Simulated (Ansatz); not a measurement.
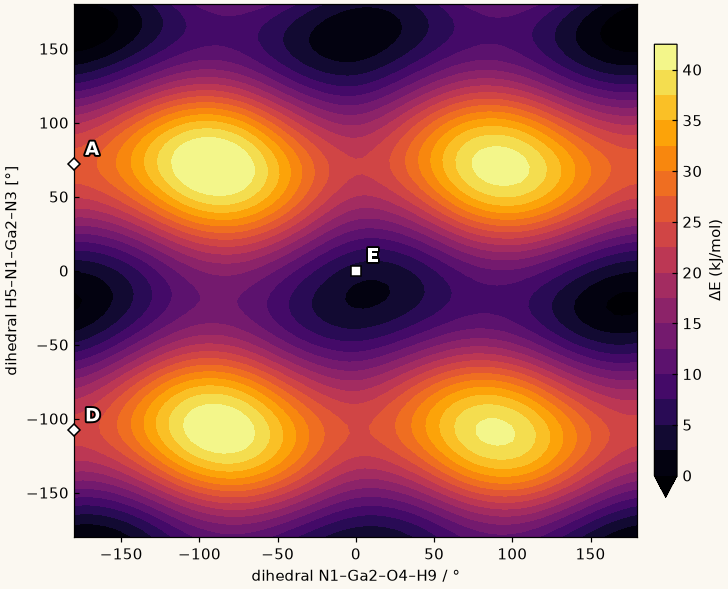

GaH₅N₂O, SMILES [NH2][Ga]([NH2])[OH]. The first coordinate is: dihedral N1–Ga2–O4–H9; the second: dihedral H5–N1–Ga2–N3. Nothing is relaxed (all other coordinates rigid). The scan uses a 10 × 10 grid. Points are written as (first, second). Energies: kJ/mol, counted from the lowest grid point. The calculation used RKS PBE0-D4/def2-TZVP (Ansatz).

In the figure: filled contours, lettered points. Between grid points the surface is interpolated.

> What kind of point is each of A, D, E: minimum, saddle, maximum or slope?

A: saddle point; D: saddle point; E: minimum. (In these two coordinates alone; a stationary point may lie a little off the grid point.)

> Rank the lettered points by energy, lowest first.

E (3.7 kJ/mol), D (23.4 kJ/mol), A (26.2 kJ/mol).
